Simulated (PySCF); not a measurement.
# NMR shielding calculation, with input and output: C$_{7}$H$_{5}$O$_{2}$ (charge −1)

The run: NMR shielding calculation of C$_{7}$H$_{5}$O$_{2}$ (benzoate anion), charge −1, SMILES O=C([O-])c1ccccc1. Method and program: GIAO PBE0/pcSseg-1 NMR shielding, non-relativistic, gas phase (PySCF 2.14.0).

The geometry comes from this level: GFN2-xTB, NEB image 6 of 0 to 8. It belongs to a series of runs on one base structure; here: NEB image 6 of 0 to 8. Figures and captions count atoms from 1; the log counts them from 0 in places.

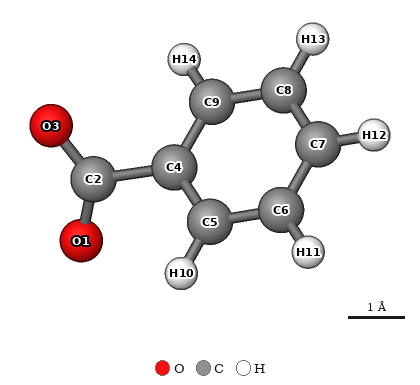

Figure 1. The structure as given in the input (ball-and-stick view, seen at a tilt; atoms are numbered from 1 in the order of the input). Bond lengths as drawn: C–C 1.38 to 1.56 Å, C–H 1.08 Å and C–O 1.24 Å.

Summary:

```tsv
quantity	value
outcome	converged
total energy	−419.743718 hartree
HOMO	−1.41 eV
LUMO	3.61 eV
isotropic shielding, O	−9.1 to −7.5 ppm
isotropic shielding, C	14.1 to 63.1 ppm
isotropic shielding, H	24.0 to 25.0 ppm
hardware	1 CPU thread, shared host
wall time	45 s
peak memory	0.83 GiB
```

The input:
```
{"job": {"kind": "nmr", "xc": "PBE0", "basis": "pcSseg-1", "pop": false}, "charge": -1, "multiplicity": 1}
O      2.896500     0.794300    -0.996700
C      2.418700     0.002800    -0.172500
O      2.988800    -0.795100     0.584600
C      0.863000     0.008000    -0.071300
C      0.153200     1.200300    -0.002700
C     -1.225600     1.194200     0.119800
C     -1.916600    -0.006700     0.145200
C     -1.220200    -1.200600     0.051600
C      0.159800    -1.189100    -0.043800
H      0.695900     2.135500    -0.048300
H     -1.771500     2.128000     0.194700
H     -2.996700    -0.013100     0.242800
H     -1.758900    -2.142200     0.066900
H      0.713100    -2.116600    -0.092400
```

The first line tells a small driver script what to run in PySCF; the rest is the geometry in Å.

Command:
```bash
OMP_NUM_THREADS=1 python <driver script> task.json out
```

Log:
```
coarse grid: 12880 points
cycle   1  E = -419.4347145677  dE =  1.713e+00  |g| = 1.085e+00  |ddm| = 3.817e+00
cycle   2  E = -418.7700798370  dE =  6.646e-01  |g| = 2.044e+00  |ddm| = 3.573e+00
cycle   3  E = -419.6418899624  dE = -8.718e-01  |g| = 3.134e-01  |ddm| = 2.864e+00
cycle   4  E = -419.6680283614  dE = -2.614e-02  |g| = 8.228e-02  |ddm| = 4.750e-01
cycle   5  E = -419.6694833144  dE = -1.455e-03  |g| = 3.148e-02  |ddm| = 1.073e-01
cycle   6  E = -419.6696374920  dE = -1.542e-04  |g| = 1.918e-02  |ddm| = 4.979e-02
cycle   7  E = -419.6697375804  dE = -1.001e-04  |g| = 3.023e-03  |ddm| = 2.217e-02
cycle   8  E = -419.6697385321  dE = -9.517e-07  |g| = 2.389e-03  |ddm| = 4.921e-03
final grid: 127736 points
cycle   9  E = -419.7436830305  dE = -1.682e-05  |g| = 1.317e-02  |ddm| = 4.015e-02
cycle  10  E = -419.7436204085  dE =  6.262e-05  |g| = 2.249e-02  |ddm| = 3.392e-02
cycle  11  E = -419.7437157883  dE = -9.538e-05  |g| = 2.863e-03  |ddm| = 2.144e-02
cycle  12  E = -419.7437174518  dE = -1.663e-06  |g| = 5.771e-04  |ddm| = 2.801e-03
cycle  13  E = -419.7437175050  dE = -5.323e-08  |g| = 1.793e-04  |ddm| = 6.089e-04
cycle  14  E = -419.7437175112  dE = -6.212e-09  |g| = 6.507e-05  |ddm| = 2.103e-04
cycle  15  E = -419.7437175122  dE = -1.030e-09  |g| = 2.058e-05  |ddm| = 9.354e-05
cycle  16  E = -419.7437175123  dE = -1.058e-10  |g| = 5.401e-06  |ddm| = 2.423e-05
```

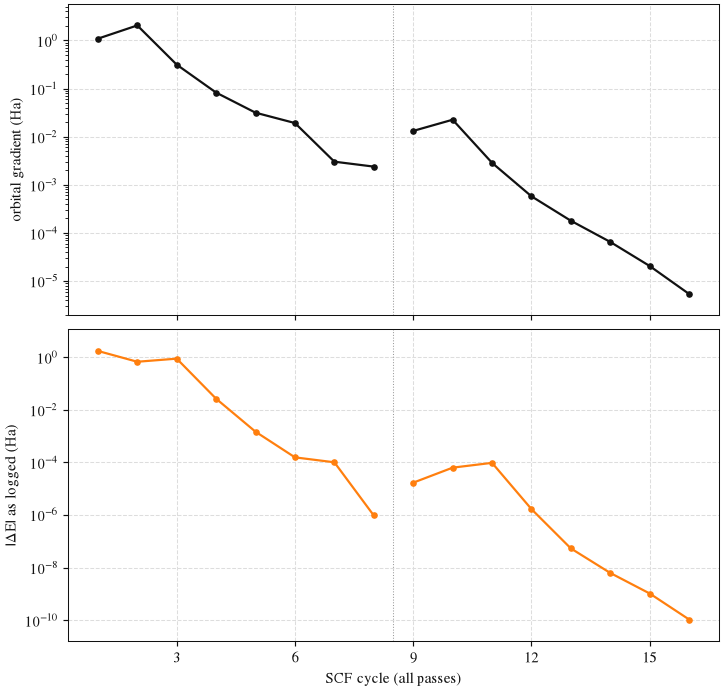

Figure 2. Convergence of the self-consistent field: orbital gradient and size of the energy change against the SCF cycle. The dotted line marks the change from a coarse to the final integration grid. The first 8 cycles use a coarse grid, the final grid takes over at cycle 9, and the field converges after 16 cycles in all.

```
converged SCF energy = -419.7437175123

GIAO shielding tensors (ppm)
atom      isotropic    diamagn.    paramagn.     s11        s22        s33       span
  0 O       -7.548     406.767    -414.315   -228.197    -57.410    262.963    491.161
  1 C       14.139     239.844    -225.705    -77.270     50.746     68.942    146.212
  2 O       -9.093     406.933    -416.026   -228.914    -58.075    259.710    488.623
  3 C       23.034     261.738    -238.704    -67.906    -33.419    170.426    238.332
  4 C       53.686     249.988    -196.302    -48.722     37.169    172.612    221.334
  5 C       57.801     254.677    -196.876    -52.447     53.790    172.062    224.509
  6 C       63.053     253.677    -190.624    -44.314     60.407    173.065    217.380
  7 C       57.703     254.754    -197.051    -52.870     54.003    171.976    224.846
  8 C       53.077     250.173    -197.097    -49.916     36.684    172.462    222.378
  9 H       23.973      32.431      -8.459     20.501     23.214     28.204      7.703
 10 H       24.717      31.621      -6.904     21.683     25.102     27.366      5.684
 11 H       25.017      31.404      -6.387     21.976     25.680     27.395      5.418
 12 H       24.698      31.638      -6.940     21.687     25.062     27.344      5.657
 13 H       23.957      32.507      -8.549     20.505     23.083     28.283      7.778
```

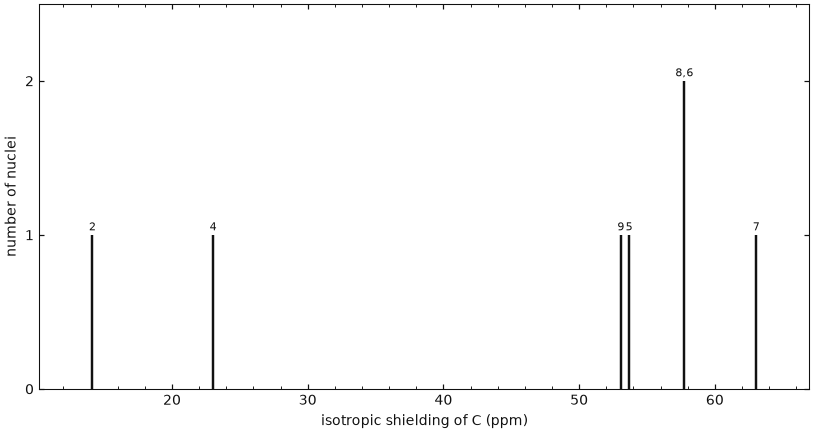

Figure 3. Isotropic shieldings of the carbon nuclei in this fixed geometry, labelled by atom number; shielding grows to the right, so chemical shift grows to the left. The least shielded is C2 (14.1 ppm), the most shielded C7 (63.1 ppm).
